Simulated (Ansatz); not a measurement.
Al2F6 (SMILES [F][Al-]1([F])[F+][Al-]([F])([F])[F+]1)

Input file:

```
crystal:
  periodic: [false, false, false]
  atoms:
    - symbol: Al
      position_ang: [-0.810474, 0.567762, -2.329963]
    - symbol: Al
      position_ang: [-1.138846, 2.726469, -0.621741]
    - symbol: F
      position_ang: [0.306106, 0.705090, -3.527868]
    - symbol: F
      position_ang: [-0.156668, 1.208047, -0.763749]
    - symbol: F
      position_ang: [-1.746246, -0.758427, -2.072789]
    - symbol: F
      position_ang: [-1.792619, 2.086210, -2.187982]
    - symbol: F
      position_ang: [-0.203112, 4.052700, -0.878838]
    - symbol: F
      position_ang: [-2.255460, 2.589066, 0.576124]
basis:
  gaussian:
    orbitals: def2-SVPD
hamiltonian:
  xc: pbe0
output: {forces: true, orbitals: {seedname: orbitals}}
```

Run with:

```sh
ansatz run input.yaml --threads 2 --pin off --max-ram 5220MiB --events-out events.jsonl --progress --plain --runs-dir runs
```

Geometry: PBE0-D4/def2-SVP.

All numbers below come from isolated molecule in a Gaussian basis; Kohn-Sham density functional theory, functional PBE0 (Ansatz 0.2.0).

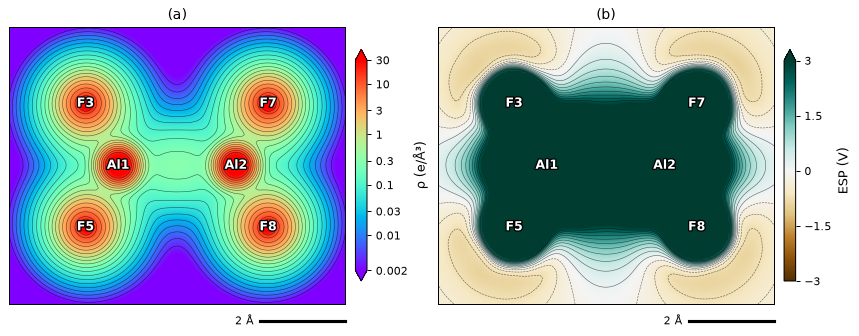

Figure 1. (a) total electron density; (b) molecular electrostatic potential on the plane of atoms F3, Al1 and F5.

Q: What does the map show?

A: The plane passes through Al and F nuclei.
Al–F (1.64 Å): ρ is about 0.85 e/Å³ halfway.
Outside the dense part of the molecule the potential is most negative (−0.9 V) near F3, F5, F7 and F8.

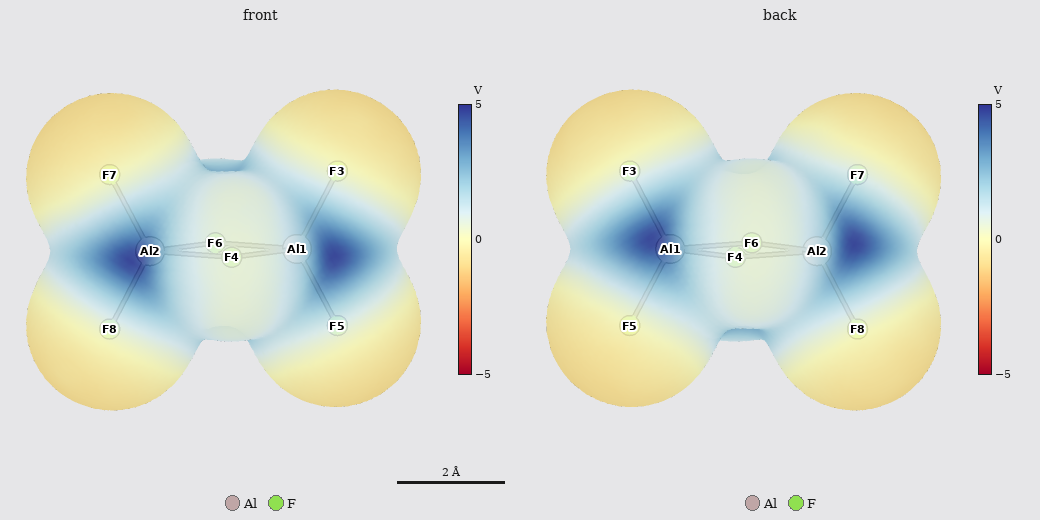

Figure 2. The electrostatic potential painted on the density surface at 0.002 e/bohr³, seen from the front and from behind; red is negative and blue positive.

Q: Where is the surface potential most negative and most positive?

A: The most negative region (about −0.9 V) lies over F3, F5, F7 and F8, the most positive (about +4.7 V) over Al1 and Al2.

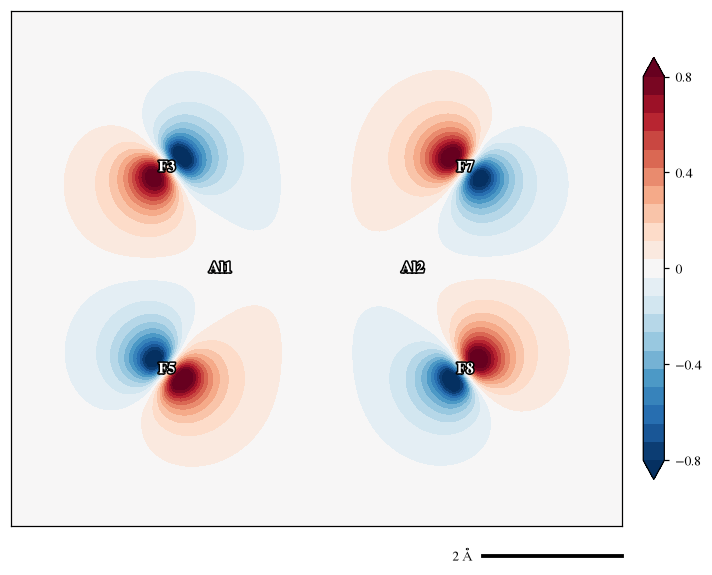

Figure 3. The HOMO−1 on the plane of atoms F3, Al1 and F5 (values in Å⁻³ᐟ²; the overall sign is arbitrary).

Q: What is the character of this orbital?

A: By Hirshfeld shares it lies mainly on F3 (about 25 %), F8 (about 25 %), F7 (about 25 %) and F5 (about 25 %); it is gerade (even under inversion); largely a combination of lone pairs on F3, F8, F7 and F5. Its energy is −12.21 eV.
